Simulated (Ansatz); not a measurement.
Consider MgB2 (space group P6/mmm, No. 191; a = 3.0640 Å, c = 3.4977 Å; relaxed with 0.1 eV smearing). Axes: x lies along a and z along c of the hexagonal cell.

Structures relaxed with DFT with PBEsol, PAW potentials and a 420 eV plane-wave cutoff in Ansatz (a program for electronic structure), no spin-orbit coupling.

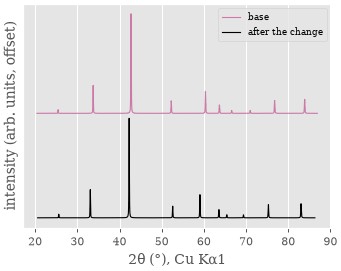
Figure: Simulated powder patterns before (top) and after one change

Question: Which change produced these results?
(A) biaxial strain −3.00 %, plane normal [001], relaxed out of plane
(B) biaxial strain +2.00 %, plane normal [001], relaxed out of plane
(C) biaxial strain −1.00 %, plane normal [001], relaxed out of plane
(D) biaxial strain +3.00 %, plane normal [001], relaxed out of plane

Answer: B, biaxial strain +2.00 %, plane normal [001], relaxed out of plane. Its volume per atom is 9.80 Å³ against 9.48 Å³, and its space group is P6/mmm (No. 191).

Stability against distortions was not tested. All final runs are without spin polarisation.
